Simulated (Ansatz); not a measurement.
**H2O (singlet): correlated methods under varied settings at angle H2–O1–H3 = 105.1°**

What do other methods and options give for H2O (singlet) at this geometry, and how long do they take?

The runs use Ansatz 0.2.0, Gaussian basis; the settings change from run to run.

9 further runs of the same task are left out: 1 for a mislabelled method, 4 that didn't finish, 4 set aside as unsound or not needed.

**1. What is computed**

The geometry derives from a PBE0/def2-TZVP stationary point (not a proven minimum). One angle is set to the value named; bond lengths are kept.

3 atoms, charge 0, spin multiplicity 1.

Atoms are counted from 1 here; the program's logs count them from 0.

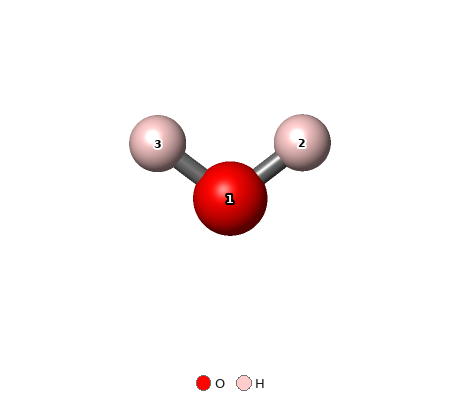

The geometry (oxygen red, hydrogen pink); atoms are numbered from 1 in the order of the file.

**2. HF/cc-pVTZ**

Input file in.yaml:

```yaml
crystal:
  periodic: [false, false, false]
  atoms:
    - {symbol: O, position_ang: [0.000000, -0.065318, 0.000000]}
    - {symbol: H, position_ang: [0.000000, 0.518410, -0.761550]}
    - {symbol: H, position_ang: [0.000000, 0.518410, 0.761550]}
basis:
  gaussian: {orbitals: cc-pVTZ}
magnetization: {spin_polarized: false}
hamiltonian: {xc: hf}
output: {orbitals: {seedname: orbitals}}
```

The run is started by

```bash
$ ansatz run in.yaml --threads 1 --pin off --events-out ev --progress --plain --max-ram 2393MiB
```

What it wrote:

```text
Functional definition: HF
  name "HF"
  cite "Fock, Z. Phys. 61, 126 (1930) doi:10.1007/BF01340294"
  parent pbe
  exchange = exact_x
  correlation = 0
336 factors; their error is unknown
mean field evaluation 1: about -2067.8804 eV, gradient 3.2e1 eV
mean field evaluation 2: about -2069.0164 eV, gradient 2.0e1 eV
mean field evaluation 4: about -2069.6001 eV, gradient 3.3e-1 eV
mean field evaluation 8: about -2067.8956 eV, gradient 3.2e1 eV
mean field -2069.61684904 eV, -76.0570163657 hartree, gradient 7.7e-5 eV, S^2 0.000000; 0 other end points of the search recorded, 0 dependent functions left out
reference -2069.61684904 eV, -76.0570163657 hartree; 5, 5 occupied and 53, 53 virtual orbitals, 336 factors
Total energy: -2069.61684904 eV, -76.0570163657 hartree
```

It took 0.09 s on 1 thread of Arm Neoverse V2, shared host.

**3. HF/x2c-TZVPPall**

Edit in.yaml of step 2 so:

```diff
@@ -7,5 +7,6 @@
 basis:
-  gaussian: {orbitals: cc-pVTZ}
+  gaussian: {orbitals: x2c-TZVPPall}
 magnetization: {spin_polarized: false}
 hamiltonian: {xc: hf}
+accuracy: high
 output: {orbitals: {seedname: orbitals}}
```

Launched as before.

What it wrote:

```text
Functional definition: HF
  name "HF"
  cite "Fock, Z. Phys. 61, 126 (1930) doi:10.1007/BF01340294"
  parent pbe
  exchange = exact_x
  correlation = 0
937 factors; integrals over basis functions are off by at most 3.3e-9 eV
mean field evaluation 1: about -2069.4008 eV, gradient 3.3e1 eV
mean field evaluation 2: about -2069.4004 eV, gradient 3.3e1 eV
mean field evaluation 4: about -2071.1638 eV, gradient 1.4e0 eV
mean field evaluation 8: about -2071.1711 eV, gradient 2.7e-5 eV
mean field -2071.17107302 eV, -76.1141330432 hartree, gradient 9.8e-9 eV, S^2 0.000000; 0 other end points of the search recorded, 0 dependent functions left out
reference -2071.17107302 eV, -76.1141330432 hartree; 5, 5 occupied and 54, 54 virtual orbitals, 937 factors
Total energy: -2071.17107302 eV, -76.1141330432 hartree
Relativity: scalar
```

Wall time 0.39 s (1 thread of Arm Neoverse V2, shared host).

**4. CCSD on UHF/def2-TZVP**

Input file in.yaml:

```yaml
crystal:
  periodic: [false, false, false]
  atoms:
    - {symbol: O, position_ang: [0.000000, -0.065318, 0.000000]}
    - {symbol: H, position_ang: [0.000000, 0.518410, -0.761550]}
    - {symbol: H, position_ang: [0.000000, 0.518410, 0.761550]}
basis:
  gaussian: {orbitals: def2-TZVP}
magnetization: {spin_polarized: true, initial_magnetization: 0}
correlation: {method: ccsd, electrons: outside_noble_gas}
```

Same command.

What it wrote, shortened:

```text
Functional definition: HF
  name "HF"
  cite "Fock, Z. Phys. 61, 126 (1930) doi:10.1007/BF01340294"
  parent pbe
[...]
304 factors; integrals over basis functions are off by at most 1.5e-3 eV
[...]
mean field -2069.66873587 eV, -76.0589231713 hartree, gradient 2.4e-6 eV, S^2 0.000000; 0 other end points of the search recorded, 0 dependent functions left out
1 core orbitals not correlated: weight in the atoms' cores, before any rotation towards them, 1.000 or more for the frozen orbitals, at most 0.000 for the correlated occupied ones
reference -2069.66873587 eV, -76.0589231713 hartree; 4, 4 occupied and 38, 38 virtual orbitals, 304 factors
second order -6.91483299 eV of doubles, -0.00000000 eV of singles
cycle   1  -6.94416353 eV  change   -2.9e-2 eV  update   3.9e-2
[...]
cycle   8  -7.09492243 eV  change    4.3e-6 eV  update   6.2e-6
Total energy: -2076.76365830 eV, -76.3196567615 hartree
```

Wall time 0.45 s (1 thread of Arm Neoverse V2, shared host).

From the report: ⟨S²⟩ of the determinant 0.000 (pure singlet: 0.00); correlation -7.0949 eV; T1 0.007; largest double amplitude 0.04.

**5. BCCD(T) on RHF/6-31G**

Input file in.yaml:

```yaml
crystal:
  periodic: [false, false, false]
  atoms:
    - {symbol: O, position_ang: [0.000000, -0.065318, 0.000000]}
    - {symbol: H, position_ang: [0.000000, 0.518410, -0.761550]}
    - {symbol: H, position_ang: [0.000000, 0.518410, 0.761550]}
basis:
  gaussian: {orbitals: 6-31G}
magnetization: {spin_polarized: false}
correlation: {method: bccd_t, electrons: outside_noble_gas}
scf: {lower_state_search: off}
```

Launched as before.

What it wrote, shortened:

```text
Functional definition: HF
  name "HF"
  cite "Fock, Z. Phys. 61, 126 (1930) doi:10.1007/BF01340294"
  parent pbe
[...]
139 factors; integrals over basis functions are off by at most 2.9e-4 eV
[...]
mean field -2067.63413842 eV, -75.9841530943 hartree, gradient 2.0e-6 eV, S^2 0.000000; 0 other end points of the search recorded, 0 dependent functions left out
1 core orbitals not correlated: weight in the atoms' cores, before any rotation towards them, 1.000 or more for the frozen orbitals, at most 0.000 for the correlated occupied ones
reference -2067.63413842 eV, -75.9841530943 hartree; 4, 4 occupied and 8, 8 virtual orbitals, 139 factors
second order -3.48123274 eV of doubles, -0.00000000 eV of singles
cycle   1  -3.54875988 eV  change   -6.8e-2 eV  update   3.4e-2
[...]
cycle   8  -3.65928208 eV  change    3.9e-6 eV  update   5.9e-6
perturbative correction -0.02993708 eV, -0.0011001675 hartree
Total energy: -2071.32335758 eV, -76.1197293978 hartree
Checks for a lower state left out: stability, starts, cluster_reference, orbital_swaps, neighbouring_geometries, increment
```

Run time: 0.12 s. Hardware: 1 thread of Arm Neoverse V2, shared host.

From the report: correlation -3.6892 eV; largest double amplitude 0.05.

**6. CCSD on RHF/def2-SVPD**

Edit in.yaml of step 5 so:

```diff
@@ -7,5 +7,5 @@
 basis:
-  gaussian: {orbitals: 6-31G}
+  gaussian: {orbitals: def2-SVPD}
 magnetization: {spin_polarized: false}
-correlation: {method: bccd_t, electrons: outside_noble_gas}
-scf: {lower_state_search: off}
+correlation: {method: ccsd, electrons: outside_noble_gas}
+output: {forces: true}
```

The command is unchanged.

What it wrote, shortened:

```text
Functional definition: HF
  name "HF"
  cite "Fock, Z. Phys. 61, 126 (1930) doi:10.1007/BF01340294"
  parent pbe
[...]
379 factors; integrals over basis functions are off by at most 1.0e-3 eV
[...]
mean field -2067.36190828 eV, -75.9741488210 hartree, gradient 2.1e-6 eV, S^2 0.000000; 0 other end points of the search recorded, 0 dependent functions left out
1 core orbitals not correlated: weight in the atoms' cores, before any rotation towards them, 1.000 or more for the frozen orbitals, at most 0.000 for the correlated occupied ones
reference -2067.36190828 eV, -75.9741488210 hartree; 4, 4 occupied and 34, 34 virtual orbitals, 379 factors
second order -5.85985180 eV of doubles, -0.00000000 eV of singles
cycle   1  -5.91911521 eV  change   -5.9e-2 eV  update   5.2e-2
[...]
cycle   8  -6.07208194 eV  change    6.5e-6 eV  update   7.9e-6
[...]
Total energy: -2073.43399022 eV, -76.1972937166 hartree
Atom 0 at     0.000000    -0.065318     0.000000 Å, force    -0.000000    -0.240092     0.000000 eV/Å
Atom 1 at     0.000000     0.518410    -0.761550 Å, force     0.000000     0.120046    -0.125582 eV/Å
Atom 2 at     0.000000     0.518410     0.761550 Å, force    -0.000000     0.120046     0.125582 eV/Å
Dipole moment:     0.000000     0.393456     0.000000 e Å
```

It took 0.45 s on 1 thread of Arm Neoverse V2, shared host.

From the report: correlation -6.0721 eV; T1 0.013; largest double amplitude 0.04.

**7. NEVPT4(SD)(4,3)/def2-mTZVP**

Input file in.yaml:

```yaml
crystal:
  periodic: [false, false, false]
  atoms:
    - {symbol: O, position_ang: [0.000000, -0.065318, 0.000000]}
    - {symbol: H, position_ang: [0.000000, 0.518410, -0.761550]}
    - {symbol: H, position_ang: [0.000000, 0.518410, 0.761550]}
basis:
  gaussian: {orbitals: def2-mTZVP}
correlation: {method: fic_nevpt4_sd, electrons: outside_noble_gas, active_space: {window: {electrons: 4, orbitals: 3}}}
```

The command is unchanged.

What it wrote:

```text
Functional definition: HF
  name "HF"
  cite "Fock, Z. Phys. 61, 126 (1930) doi:10.1007/BF01340294"
  parent pbe
  exchange = exact_x
  correlation = 0
284 factors; integrals over basis functions are off by at most 1.0e-3 eV
mean field evaluation 1: about -2067.6601 eV, gradient 3.3e1 eV
mean field evaluation 2: about -2067.6612 eV, gradient 3.3e1 eV
mean field evaluation 4: about -2069.4519 eV, gradient 1.4e0 eV
mean field evaluation 8: about -2069.4591 eV, gradient 7.9e-4 eV
mean field -2069.45914433 eV, -76.0512208243 hartree, gradient 2.8e-6 eV, S^2 0.000000; 0 other end points of the search recorded, 0 dependent functions left out
reference -2069.45914433 eV, -76.0512208243 hartree; 5, 5 occupied and 25, 25 virtual orbitals, 284 factors
state -2070.04286109 eV, -76.0726720195 hartree
state -2070.04286109 eV, -76.0726720195 hartree; corrected -2075.42760619 eV, -76.2705577521 hartree
Total energy: -2075.42760619 eV, -76.2705577521 hartree
```

Run time: 0.51 s. Hardware: 1 thread of Arm Neoverse V2, shared host.

From the report: 9 determinants; active occupations 2.00, 1.98, 0.02.

**8. All runs side by side**

Where basis and cores are those of an earlier FCI/6-31G run (-2071.3379 eV), and the state is the same kind, the miss against it is given.

| level | correlated | functions | energy (eV) | from FCI (meV) | time |
| --- | --- | --- | --- | --- | --- |
| HF/cc-pVTZ |  | 58 | -2069.6168 |  | 0.09 s |
| HF/x2c-TZVPPall |  | 59 | -2071.1711 |  | 0.39 s |
| CCSD on UHF/def2-TZVP | outside noble gas | 43 | -2076.7637 |  | 0.45 s |
| BCCD(T) on RHF/6-31G | outside noble gas | 13 | -2071.3234 | 14.6 | 0.12 s |
| CCSD on RHF/def2-SVPD | outside noble gas | 39 | -2073.4340 |  | 0.45 s |
| NEVPT4(SD)(4,3)/def2-mTZVP | outside noble gas | 30 | -2075.4276 |  | 0.51 s |

**9. Results**

| quantity | value |
| --- | --- |
| runs | 6 |
| quickest | HF/cc-pVTZ, 0.09 s |
| slowest | NEVPT4(SD)(4,3)/def2-mTZVP, 0.51 s |

Total energies in different bases, with other cores or another treatment of relativity can't be set against each other. NEVPT4(SD)(4,3)/def2-mTZVP took 6 times as long as HF/cc-pVTZ; the jobs differ in more than the method.
